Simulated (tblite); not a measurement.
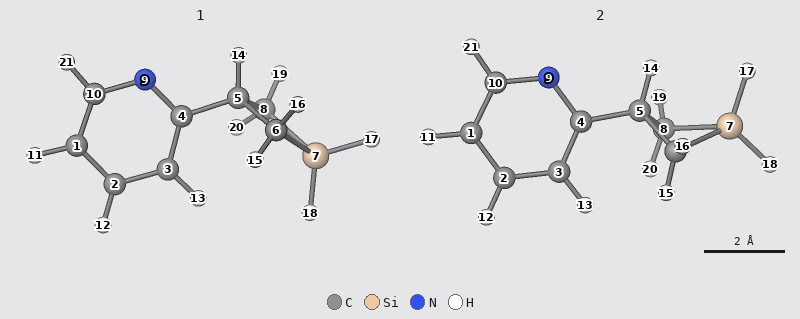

Two geometries of C$_{8}$H$_{11}$NSi, drawn at one scale. One is the start of a relaxation, the other its converged end. The picture is a ball-and-stick view, seen face on.

Level of theory: GFN2-xTB geometry optimisation, gas phase in tblite 0.8.0. 

> Which of the two is the end point?

Structure 1 is the relaxed one. The atom that moves furthest after the best rigid fit is H18 (1.93 Å). By element the largest moves are H 1.93 Å, Si 0.83 Å, C 0.60 Å, N 0.14 Å. Near-neighbour distances that change, for instance: C6–C8 2.066 → 2.372 Å, C4–N9 1.380 → 1.327 Å, C6–Si7 1.856 → 1.909 Å, C5–C6 1.501 → 1.551 Å. Bond angles that change, for instance: C6–C5–C8 86.0° → 99.7°, H19–C8–H20 117.3° → 107.0°, C6–Si7–C8 67.5° → 76.8°. Over 90 geometry steps the energy falls by 28.8 kcal/mol. The run took 0.85 s on 1 thread of Arm Neoverse V1, on a shared host.
